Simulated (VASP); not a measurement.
Band structure of BeRh (space group Pm-3m). Level of theory: PBEsol GGA, VASP's PBE PAW potentials (set 64) (plane waves; VASP).

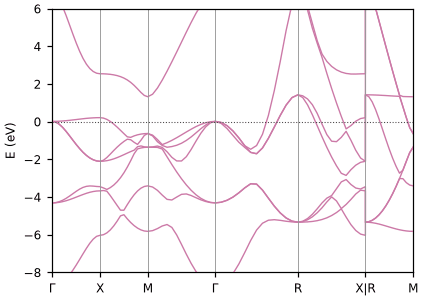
Fig. 1. Bands along high-symmetry lines, zero at the valence-band maximum or, without a gap, the Fermi level

### Question
Read the plot: is there a gap, and where are the band edges?

### Answer
It has no gap at this level: it comes out as a metal or semimetal. (Edges off the drawn lines would not show.)

The structure comes from a computed database's BeRh entry (Pm-3m); how it stands against other phases isn't given here. It was relaxed first. The electron count is odd and the run is not spin-polarised, which forces a metal.
